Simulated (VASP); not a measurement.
# How number of MPI ranks and smearing change a VASP run on TaSi2, part 2 of 4

A convergence test on TaSi2: the number of MPI ranks and smearing. The series runs use LDA. The start is a cell from a database of measured crystal structures.

VASP 6.6.1; LDA; plane waves and PAW (Ta_pv, Si).

Still holding for the runs below: This run has no spin polarisation. Its electron count is odd, so without a moment it is a metal by construction. The k-mesh is coarse for a metal.

So far. Step 4 (Number of MPI ranks: 4 ranks): Against the first of the series the energy stays within 0.01 meV an atom and the pressure within 0.01 GPa, after 12 cycles in 19 s.

The database entry behind the starting cell has ideal inner coordinates that were not refined, so it need not match the best structure at ambient conditions.

### Step 5. Number of MPI ranks: 8 ranks

File INCAR:

```
SYSTEM = TaSi2
PREC = Accurate
ENCUT = 400
EDIFF = 1E-06
NELM = 100
ISMEAR = -1
SIGMA = 0.05
LREAL = .FALSE.
ALGO = Normal
GGA = CA
NBANDS = 37
LASPH = .TRUE.
LORBIT = 11
LWAVE = .FALSE.
LCHARG = .FALSE.
KPAR = 8
ISIF = 2
```

File POSCAR:

```
TaSi2
1.0
    4.7800000000      0.0000000000      0.0000000000
   -2.3900000000      4.1396014301      0.0000000000
    0.0000000000      0.0000000000      6.5640000000
Ta Si
3 6
Direct
    0.5000000000      0.0000000000      0.5000000000
    0.5000000000      0.5000000000      0.8333333333
    0.0000000000      0.5000000000      0.1666666667
    0.1666500000      0.3333000000      0.5000000000
    0.8333500000      0.1666500000      0.8333333333
    0.6667000000      0.8333500000      0.1666666667
    0.8333500000      0.6667000000      0.5000000000
    0.1666500000      0.8333500000      0.8333333333
    0.3333000000      0.1666500000      0.1666666667
```

File KPOINTS:

```
Automatic mesh
0
Gamma
6 6 4
0 0 0
```

Potentials, in the order of the species: Ta_pv and Si (PBE family, release 64).

The run is started by

```bash
> mpirun -np 8 vasp_std
```

The log of the run:

```text
[banner, memory and clock lines left out]
running    8 mpi-ranks, on    1 nodes
[...]
|                                                                             |
|           W    W    AA    RRRRR   N    N  II  N    N   GGGG   !!!           |
|           W    W   A  A   R    R  NN   N  II  NN   N  G    G  !!!           |
|           W    W  A    A  R    R  N N  N  II  N N  N  G       !!!           |
|           W WW W  AAAAAA  RRRRR   N  N N  II  N  N N  G  GGG   !            |
|           WW  WW  A    A  R   R   N   NN  II  N   NN  G    G                |
|           W    W  A    A  R    R  N    N  II  N    N   GGGG   !!!           |
|                                                                             |
|     For optimal performance we recommend to set                             |
|       NCORE = 2 up to number-of-cores-per-socket                            |
|     NCORE specifies how many cores store one orbital (NPAR=cpu/NCORE).      |
|     This setting can greatly improve the performance of VASP for DFT.       |
|     The default, NCORE=1 might be grossly inefficient on modern             |
|     multi-core architectures or massively parallel machines. Do your        |
|     Unfortunately you need to use the default for GW and RPA                |
|     calculations (for HF NCORE is supported but not extensively tested      |
|     yet).                                                                   |
|                                                                             |

 [... a notice as in an earlier step ...]

 LDA part: xc-table for (Slater(with rela. corr.)+CA(PZ))
 , standard interpolation
 POSCAR, INCAR and KPOINTS ok, starting setup
[...]
entering main loop
       N       E                     dE             d eps       ncg     rms          rms(c)
[... 7 cycles as in an earlier step ...]
DAV:   8    -0.789625048282E+02    0.28119E-01   -0.57036E-02  1970   0.112E+00    0.359E-01
DAV:   9    -0.789614492074E+02    0.10556E-02   -0.37690E-03  2012   0.313E-01    0.178E-01
DAV:  10    -0.789612788075E+02    0.17040E-03   -0.55186E-04  1949   0.137E-01    0.541E-02
DAV:  11    -0.789612749976E+02    0.38099E-05   -0.30183E-05  1996   0.277E-02    0.149E-02
DAV:  12    -0.789612742216E+02    0.77599E-06   -0.45570E-06  1716   0.113E-02
   1 F= -.78961274E+02 E0= -.78943955E+02  d E =-.346393E-01
```

Elapsed: 16 s, on 8 MPI ranks of Intel Xeon Platinum 8375C at 2.90GHz (Ice Lake), shared host; peak memory 1.7 GiB.

From OUTCAR (step 5):

```text
  Total       -3.2837916     -3.2837916     -1.3600999      0.0000000      0.0000000      0.0000000
  in kB      -40.5071019    -40.5071019    -16.7774669      0.0000000      0.0000000      0.0000000
  external PRESSURE =     -32.5972236 kB  Pullay stress =       0.0000000 kB

 POSITION                                       TOTAL-FORCE (eV/Angst)
 -----------------------------------------------------------------------------------
      2.39000      0.00000      3.28200         0.000000      0.000000      0.000000
      1.19500      2.06980      5.47000         0.000000      0.000000     -0.000000
     -1.19500      2.06980      1.09400         0.000000      0.000000     -0.000000
     -0.00000      1.37973      3.28200         0.000000     -0.676071      0.000000
      3.58512      0.68986      5.47000         0.585495     -0.338036      0.000000
      1.19512      3.44974      1.09400         0.585495      0.338036     -0.000000
      2.39000      2.75987      3.28200         0.000000      0.676071      0.000000
     -1.19512      3.44974      5.47000        -0.585495      0.338036     -0.000000
      1.19488      0.68986      1.09400        -0.585495     -0.338036     -0.000000
 -----------------------------------------------------------------------------------
    total drift:                               -0.000000      0.000000      0.000000

  FREE ENERGIE OF THE ION-ELECTRON SYSTEM (eV)
  ---------------------------------------------------
  free  energy   TOTEN  =       -78.9612742216 eV

[... 3 parts as in an earlier step ...]

[... 1 further part left out ...]
[key lines of the parts left out:]
E-fermi :   9.1417
```

Against the first of the series the energy stays within 0.01 meV an atom and the pressure within 0.01 GPa, after 12 cycles in 16 s.

### Step 6. The number of MPI ranks series as a table

This step: convergence of LDA results with the layout; plane waves and PAW (VASP 6.6.1).

No new run; the numbers come from the runs before.

Differences are taken from the run with 1 ranks. Results of the series, by row:

```csv
setting,status,energy less the reference (meV/atom),pressure (GPa),largest force difference (meV/Å),SCF cycles,wall time (s)
1 ranks,converged,0,-3.26,0,12,49
2 ranks,converged,0,-3.26,0,12,28
4 ranks,converged,0,-3.26,0,12,19.2
8 ranks,converged,0,-3.26,0,12,16.2
```

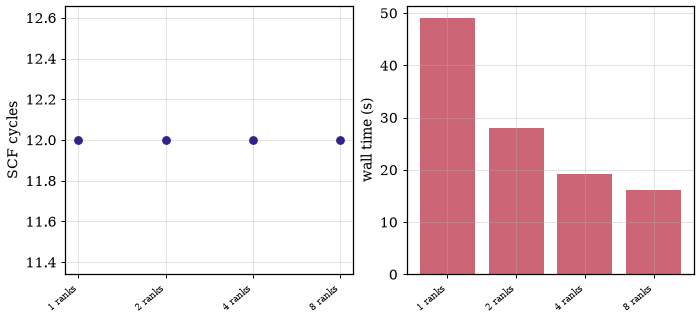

The SCF cycles and the wall time by setting.

### Step 7. Smearing: ISMEAR = -1, SIGMA = 0.01

This step: LDA; plane waves and PAW (Ta_pv, Si) (VASP 6.6.1).

Smearing steadies the sum over the Fermi surface at the price of an entropy term.

Edit INCAR of step 5 so:

```diff
@@ -6,3 +6,3 @@
 ISMEAR = -1
-SIGMA = 0.05
+SIGMA = 0.01
 LREAL = .FALSE.
```

POSCAR is that of step 5.

KPOINTS is that of step 5.

The run is started by

```bash
> mpirun -np 8 vasp_std
```

The log of the run:

```text
[banner, memory and clock lines left out]
running    8 mpi-ranks, on    1 nodes
 distrk:  each k-point on    1 cores,    8 groups
 distr:  one band on    1 cores,    1 groups

 POSCAR found type information on POSCAR TaSi
 POSCAR found :  2 types and       9 ions
 [... a notice as in an earlier step ...]

 [... a notice as in an earlier step ...]

 LDA part: xc-table for (Slater(with rela. corr.)+CA(PZ))
 , standard interpolation
 POSCAR, INCAR and KPOINTS ok, starting setup
 FFT: planning ... GRIDC
 FFT: planning ... GRID_SOFT
 FFT: planning ... GRID
 WAVECAR not read
 entering main loop
       N       E                     dE             d eps       ncg     rms          rms(c)
DAV:   1     0.337906009797E+03    0.33791E+03   -0.24392E+04  1586   0.119E+03
DAV:   2    -0.640237319596E+02   -0.40193E+03   -0.39276E+03  1814   0.330E+02
DAV:   3    -0.809944780555E+02   -0.16971E+02   -0.16669E+02  1975   0.617E+01
DAV:   4    -0.813022558458E+02   -0.30778E+00   -0.30598E+00  1988   0.827E+00
DAV:   5    -0.813069548204E+02   -0.46990E-02   -0.46932E-02  1926   0.102E+00    0.324E+01
DAV:   6    -0.792430426087E+02    0.20639E+01   -0.80620E+00  1955   0.131E+01    0.146E+01
DAV:   7    -0.789727546949E+02    0.27029E+00   -0.54385E-01  1900   0.352E+00    0.450E+00
DAV:   8    -0.789441584312E+02    0.28596E-01   -0.58149E-02  1970   0.114E+00    0.362E-01
DAV:   9    -0.789431293021E+02    0.10291E-02   -0.37914E-03  2012   0.307E-01    0.181E-01
DAV:  10    -0.789429500010E+02    0.17930E-03   -0.57511E-04  1949   0.142E-01    0.519E-02
DAV:  11    -0.789429461319E+02    0.38691E-05   -0.29410E-05  1980   0.283E-02    0.149E-02
DAV:  12    -0.789429452716E+02    0.86030E-06   -0.48408E-06  1740   0.119E-02
   1 F= -.78942945E+02 E0= -.78941910E+02  d E =-.207031E-02
```

It took 15 s on 8 MPI ranks; peak memory 1.7 GiB; 1.8 min of CPU time.

From OUTCAR (step 7):

```text
   NELECT =      57.0000    total number of electrons

 E-fermi :   9.1263

 k-point     1 :       0.0000    0.0000    0.0000
  band No.  band energies     occupation
    ...
     25       6.6610      2.00000
     26       6.9182      2.00000
     27       6.9182      2.00000
     28       6.9495      2.00000
     29       7.4487      2.00000
     30       9.7124      0.00000
     31      12.3025      0.00000
     32      12.3025      0.00000
     33      12.5453      0.00000
     34      12.6678      0.00000
    ...

  Total       -3.5100277     -3.5100277     -1.1567077      0.0000000      0.0000000      0.0000000
  in kB      -43.2978293    -43.2978293    -14.2685296      0.0000000      0.0000000      0.0000000
  external PRESSURE =     -33.6213961 kB  Pullay stress =       0.0000000 kB

 POSITION                                       TOTAL-FORCE (eV/Angst)
 -----------------------------------------------------------------------------------
      2.39000      0.00000      3.28200         0.000000      0.000000      0.000000
      1.19500      2.06980      5.47000         0.000000      0.000000     -0.000000
     -1.19500      2.06980      1.09400         0.000000      0.000000     -0.000000
     -0.00000      1.37973      3.28200         0.000000     -0.682554     -0.000000
      3.58512      0.68986      5.47000         0.591109     -0.341277      0.000000
      1.19512      3.44974      1.09400         0.591109      0.341277     -0.000000
      2.39000      2.75987      3.28200         0.000000      0.682554     -0.000000
     -1.19512      3.44974      5.47000        -0.591109      0.341277      0.000000
      1.19488      0.68986      1.09400        -0.591109     -0.341277      0.000000
 -----------------------------------------------------------------------------------
    total drift:                               -0.000000      0.000000      0.000000

  FREE ENERGIE OF THE ION-ELECTRON SYSTEM (eV)
  ---------------------------------------------------
  free  energy   TOTEN  =       -78.9429452716 eV

  energy  without entropy=      -78.9408749572  energy(sigma->0) =      -78.94191011

[... 9 parts as in an earlier step ...]

[... 8 further parts left out ...]
```

This step gave:

- free energy (TOTEN): -78.9429 eV
- energy at zero smearing: -78.9419 eV
- Fermi energy: 9.126 eV
- pressure: -3.362 GPa

The series starts at -8.7713 eV an atom and -3.36 GPa, after 12 cycles in 15 s. The entropy term T·S comes to 0.23 meV an atom in size.

### Step 8. Smearing: ISMEAR = -1, SIGMA = 0.05

Edit INCAR of step 7 so:

```diff
@@ -6,3 +6,3 @@
 ISMEAR = -1
-SIGMA = 0.01
+SIGMA = 0.05
 LREAL = .FALSE.
```

POSCAR is that of step 7.

KPOINTS is that of step 7.

The run is started by

```bash
> mpirun -np 8 vasp_std
```

The log of the run:

```text
[... set-up lines as in an earlier step ...]
 entering main loop
       N       E                     dE             d eps       ncg     rms          rms(c)
[... 12 cycles as in an earlier step ...]
   1 F= -.78961274E+02 E0= -.78943955E+02  d E =-.346393E-01
```

Wall time 16 s (8 MPI ranks); peak memory 1.7 GiB.

Parts of OUTCAR (step 8):

```text
[... 6 parts as in an earlier step ...]

[... 1 further part left out ...]
[key lines of the parts left out:]
E-fermi :   9.1417
```

Against the run before the energy at zero width moves by -0.23 meV an atom and the pressure by +0.10 GPa, after 12 cycles in 16 s. The entropy term T·S comes to 3.85 meV an atom in size.

### Step 9. Smearing: ISMEAR = -1, SIGMA = 0.1

Edit INCAR of step 8 so:

```diff
@@ -6,3 +6,3 @@
 ISMEAR = -1
-SIGMA = 0.05
+SIGMA = 0.1
 LREAL = .FALSE.
```

POSCAR is that of step 8.

KPOINTS is that of step 8.

The run is started by

```bash
> mpirun -np 8 vasp_std
```

The log of the run:

```text
[... set-up lines as in an earlier step ...]
 entering main loop
       N       E                     dE             d eps       ncg     rms          rms(c)
DAV:   1     0.337851500206E+03    0.33785E+03   -0.24392E+04  1586   0.119E+03
DAV:   2    -0.640589896684E+02   -0.40191E+03   -0.39267E+03  1814   0.330E+02
DAV:   3    -0.810455321745E+02   -0.16987E+02   -0.16668E+02  1975   0.617E+01
DAV:   4    -0.813552894337E+02   -0.30976E+00   -0.30718E+00  1988   0.827E+00
[...]
DAV:  10    -0.790079570346E+02    0.16685E-03   -0.53735E-04  1957   0.134E-01    0.549E-02
DAV:  11    -0.790079532963E+02    0.37382E-05   -0.30191E-05  1988   0.274E-02    0.149E-02
DAV:  12    -0.790079525489E+02    0.74744E-06   -0.43520E-06  1708   0.110E-02
   1 F= -.79007953E+02 E0= -.78950742E+02  d E =-.114422E+00
```

Elapsed: 16 s, on 8 MPI ranks; peak memory 1.7 GiB; 2 min of CPU time.

From OUTCAR (step 9):

```text
  Total       -3.2378712     -3.2378712     -1.3487265      0.0000000     -0.0000000      0.0000000
  in kB      -39.9406519    -39.9406519    -16.6371711      0.0000000     -0.0000000      0.0000000
  external PRESSURE =     -32.1728249 kB  Pullay stress =       0.0000000 kB

 POSITION                                       TOTAL-FORCE (eV/Angst)
 -----------------------------------------------------------------------------------
      2.39000      0.00000      3.28200         0.000000     -0.000000      0.000000
      1.19500      2.06980      5.47000         0.000000     -0.000000      0.000000
     -1.19500      2.06980      1.09400         0.000000     -0.000000      0.000000
     -0.00000      1.37973      3.28200         0.000000     -0.665796      0.000000
      3.58512      0.68986      5.47000         0.576596     -0.332898     -0.000000
      1.19512      3.44974      1.09400         0.576596      0.332898      0.000000
      2.39000      2.75987      3.28200         0.000000      0.665796     -0.000000
     -1.19512      3.44974      5.47000        -0.576596      0.332898     -0.000000
      1.19488      0.68986      1.09400        -0.576596     -0.332898      0.000000
 -----------------------------------------------------------------------------------
    total drift:                               -0.000000      0.000000      0.000000

  FREE ENERGIE OF THE ION-ELECTRON SYSTEM (eV)
  ---------------------------------------------------
  free  energy   TOTEN  =       -79.0079525489 eV

  energy  without entropy=      -78.8935306006  energy(sigma->0) =      -78.95074157

[... 2 parts as in an earlier step ...]

[... 1 further part left out ...]
[key lines of the parts left out:]
E-fermi :   9.1387
```

Against the run before the energy at zero width moves by -0.75 meV an atom and the pressure by +0.04 GPa, after 12 cycles in 16 s. The entropy term T·S comes to 12.71 meV an atom in size.

### Step 10. Smearing: ISMEAR = -1, SIGMA = 0.2

Edit INCAR of step 9 so:

```diff
@@ -6,3 +6,3 @@
 ISMEAR = -1
-SIGMA = 0.1
+SIGMA = 0.2
 LREAL = .FALSE.
```

POSCAR is that of step 9.

KPOINTS is that of step 9.

The run is started by

```bash
> mpirun -np 8 vasp_std
```

The log of the run:

```text
[... set-up lines as in an earlier step ...]
 entering main loop
       N       E                     dE             d eps       ncg     rms          rms(c)
DAV:   1     0.337709289242E+03    0.33771E+03   -0.24392E+04  1586   0.119E+03
DAV:   2    -0.641661512686E+02   -0.40188E+03   -0.39255E+03  1814   0.330E+02
DAV:   3    -0.811794025485E+02   -0.17013E+02   -0.16680E+02  1975   0.617E+01
DAV:   4    -0.814923339144E+02   -0.31293E+00   -0.31018E+00  1988   0.827E+00
[...]
DAV:  10    -0.791569505603E+02    0.16610E-03   -0.53770E-04  1957   0.133E-01    0.558E-02
DAV:  11    -0.791569469026E+02    0.36577E-05   -0.30877E-05  1988   0.273E-02    0.152E-02
DAV:  12    -0.791569461747E+02    0.72790E-06   -0.43030E-06  1708   0.109E-02
   1 F= -.79156946E+02 E0= -.78973999E+02  d E =-.365894E+00
```

It took 16 s on 8 MPI ranks; peak memory 1.7 GiB; 2 min of CPU time.

Parts of OUTCAR (step 10):

```text
  Total       -3.2432634     -3.2432634     -1.0653283      0.0000000      0.0000000      0.0000000
  in kB      -40.0071675    -40.0071675    -13.1413215      0.0000000      0.0000000      0.0000000
  external PRESSURE =     -31.0518855 kB  Pullay stress =       0.0000000 kB

 POSITION                                       TOTAL-FORCE (eV/Angst)
 -----------------------------------------------------------------------------------
      2.39000      0.00000      3.28200         0.000000      0.000000      0.000000
      1.19500      2.06980      5.47000         0.000000      0.000000      0.000000
     -1.19500      2.06980      1.09400         0.000000      0.000000      0.000000
     -0.00000      1.37973      3.28200         0.000000     -0.641378     -0.000000
      3.58512      0.68986      5.47000         0.555450     -0.320689      0.000000
      1.19512      3.44974      1.09400         0.555450      0.320689     -0.000000
      2.39000      2.75987      3.28200         0.000000      0.641378      0.000000
     -1.19512      3.44974      5.47000        -0.555450      0.320689     -0.000000
      1.19488      0.68986      1.09400        -0.555450     -0.320689     -0.000000
 -----------------------------------------------------------------------------------
    total drift:                               -0.000000      0.000000      0.000000

  FREE ENERGIE OF THE ION-ELECTRON SYSTEM (eV)
  ---------------------------------------------------
  free  energy   TOTEN  =       -79.1569461747 eV

  energy  without entropy=      -78.7910518614  energy(sigma->0) =      -78.97399902

[... 2 parts as in an earlier step ...]

[... 1 further part left out ...]
[key lines of the parts left out:]
E-fermi :   9.1244
```

Against the run before the energy at zero width moves by -2.58 meV an atom and the pressure by +0.11 GPa, after 12 cycles in 16 s. The entropy term T·S comes to 40.65 meV an atom in size.

### Step 11. Smearing: ISMEAR = -1, SIGMA = 0.5

Edit INCAR of step 10 so:

```diff
@@ -6,3 +6,3 @@
 ISMEAR = -1
-SIGMA = 0.2
+SIGMA = 0.5
 LREAL = .FALSE.
```

POSCAR is that of step 10.

KPOINTS is that of step 10.

The run is started by

```bash
> mpirun -np 8 vasp_std
```

The log of the run:

```text
[... set-up lines as in an earlier step ...]
 entering main loop
       N       E                     dE             d eps       ncg     rms          rms(c)
DAV:   1     0.336850891780E+03    0.33685E+03   -0.24392E+04  1586   0.119E+03
DAV:   2    -0.649241505684E+02   -0.40178E+03   -0.39222E+03  1814   0.331E+02
DAV:   3    -0.820769652191E+02   -0.17153E+02   -0.16764E+02  1975   0.617E+01
DAV:   4    -0.824155086214E+02   -0.33854E+00   -0.33268E+00  1988   0.834E+00
[...]
DAV:  15    -0.801217192179E+02   -0.19207E-05   -0.19059E-05  1067   0.634E-04    0.176E-04
DAV:  16    -0.801217206769E+02   -0.14590E-05   -0.14487E-05  1062   0.302E-04    0.552E-05
DAV:  17    -0.801217216569E+02   -0.98005E-06   -0.97470E-06  1062   0.148E-04
   1 F= -.80121722E+02 E0= -.78880154E+02  d E =-.248314E+01
```

Wall time 14 s (8 MPI ranks); peak memory 1.8 GiB; 1.8 min of CPU time.

OUTCAR, selected parts (step 11):

```text
  Total       -2.4089788     -2.4089788      1.0135231     -0.0000000     -0.0000000      0.0000000
  in kB      -29.7158780    -29.7158780     12.5022798     -0.0000000     -0.0000000      0.0000000
  external PRESSURE =     -15.6431587 kB  Pullay stress =       0.0000000 kB

 POSITION                                       TOTAL-FORCE (eV/Angst)
 -----------------------------------------------------------------------------------
      2.39000      0.00000      3.28200         0.000000     -0.000000      0.000000
      1.19500      2.06980      5.47000         0.000000     -0.000000     -0.000000
     -1.19500      2.06980      1.09400         0.000000     -0.000000      0.000000
     -0.00000      1.37973      3.28200        -0.000000     -0.548398      0.000000
      3.58512      0.68986      5.47000         0.474927     -0.274199     -0.000000
      1.19512      3.44974      1.09400         0.474927      0.274199      0.000000
      2.39000      2.75987      3.28200         0.000000      0.548398      0.000000
     -1.19512      3.44974      5.47000        -0.474927      0.274199      0.000000
      1.19488      0.68986      1.09400        -0.474927     -0.274199      0.000000
 -----------------------------------------------------------------------------------
    total drift:                               -0.000000      0.000000      0.000000

  FREE ENERGIE OF THE ION-ELECTRON SYSTEM (eV)
  ---------------------------------------------------
  free  energy   TOTEN  =       -80.1217216569 eV

  energy  without entropy=      -77.6385853888  energy(sigma->0) =      -78.88015352

[... 2 parts as in an earlier step ...]

[... 1 further part left out ...]
[key lines of the parts left out:]
E-fermi :   9.1525
```

Against the run before the energy at zero width moves by +10.43 meV an atom and the pressure by +1.54 GPa, after 17 cycles in 14 s. The entropy term T·S comes to 275.90 meV an atom in size.

(Part 2 of 4 ends here.)

[Lines on the potential files, build, host, timing and source positions are cut from VASP's logs without a mark.]

[Logs are printed without paths, hosts, clocks, repeated set-up lines and the standing remarks that a program may print on its own settings, such as how far it seeks lower states.]

[Hosts, paths, dates, database ids (printed as entryN), source tags and the programs' standing remarks are cut or masked in the printed files.]

[A measured line is paired with the nearest computed mode of its activity, which favours agreement.]
